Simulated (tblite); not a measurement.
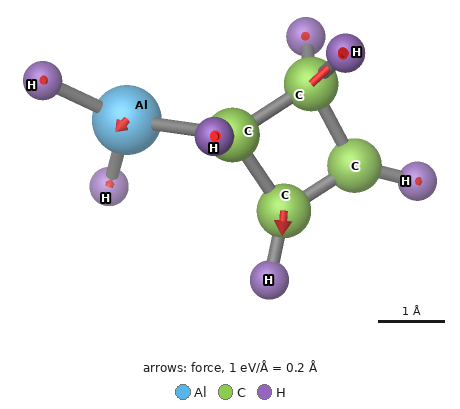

Starting geometry of C4H7Al with the computed forces as red arrows. A ball-and-stick model, seen at a tilt.

Theory: GFN2-xTB geometry optimisation, gas phase in tblite. 

Q: What follows when this structure is relaxed?

A: It isn't relaxed: the largest force vector, on a C atom, is 4.07 eV/Å. The final displacements have little in common with the starting forces (cosine between the two patterns 0.11). The atom that moves furthest after the best rigid fit is an H atom (1.29 Å). Largest moves by element: H 1.29 Å, C 0.29 Å, Al 0.18 Å. Among the contacts that change: C–C 1.473 → 1.569 Å, Al–H 1.598 → 1.549 Å, C–C 1.471 → 1.511 Å, C–H 1.132 → 1.093 Å. Among the angles between lasting bonds that change: Al–C–H 111.1° → 128.2°, Al–C–C 118.0° → 103.9°, C–Al–H 116.2° → 127.8°. After 79 geometry steps the energy has fallen by 0.469 eV. The run took 0.58 s on 1 thread of Arm Neoverse N1, on a shared host.
